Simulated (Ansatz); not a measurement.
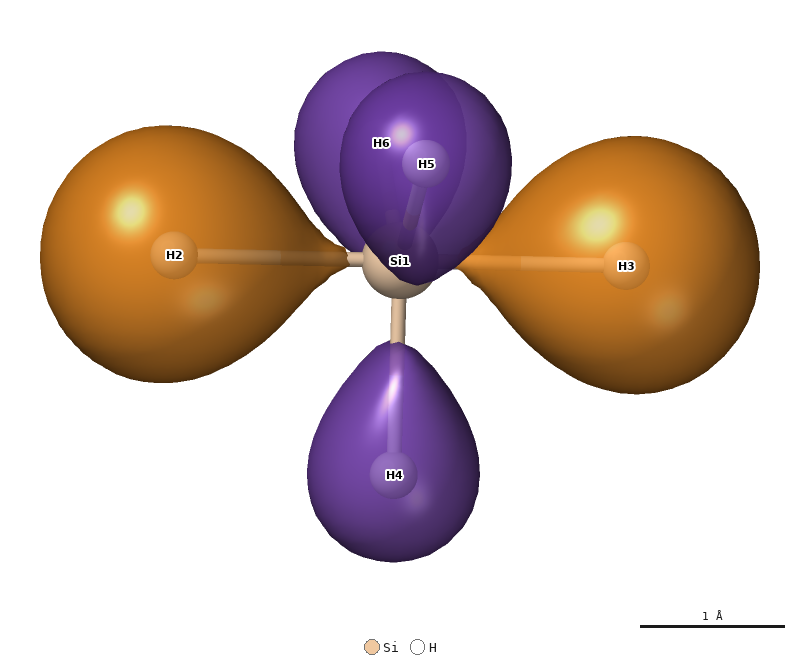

The picture shows: H₅Si (doublet). The HOMO (α) at ±0.15 Å⁻³ᐟ² (orange and purple are the two phases), seen at a tilt.

Geometry: PBE0-D4/def2-TZVPD.

The calculation used UKS PBE0-D4/def2-TZVPD (Ansatz).

```yaml
atoms:
  - { symbol: Si, position_ang: [0.0000, 0.0000, 0.0000] }
  - { symbol: H, position_ang: [-0.0201, -0.0078, 1.5900] }
  - { symbol: H, position_ang: [0.0202, 0.0078, -1.5900] }
  - { symbol: H, position_ang: [1.5002, 0.0126, 0.0191] }
  - { symbol: H, position_ang: [-0.7611, 1.2930, -0.0033] }
  - { symbol: H, position_ang: [-0.7391, -1.3056, -0.0158] }
```

What is the character of this orbital?

It lies mainly on Si1 (about 25 %), H2 (about 25 %), H3 (about 25 %), H4 (about 10 %), H5 (about 10 %) and H6 (about 10 %). Its energy is −7.35 eV.
